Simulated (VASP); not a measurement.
Band structure of Ca (fcc). Computed with PBEsol GGA, VASP's PBE PAW potentials (set 64) (plane waves; VASP).

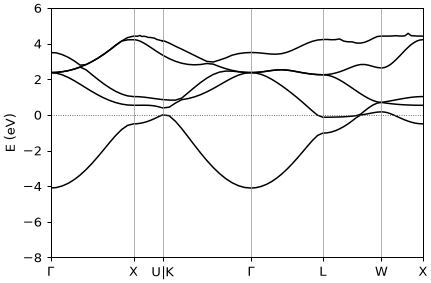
Figure. Bands along high-symmetry lines, zero at the valence-band maximum or, without a gap, the Fermi level

Q: Read the plot: is there a gap, and where are the band edges?

A: It has no gap at this level: it comes out as a metal or semimetal. (Edges off the drawn lines would not show.)

The compound is Ca in the fcc structure. It was relaxed first, which changed the volume by -6 %.
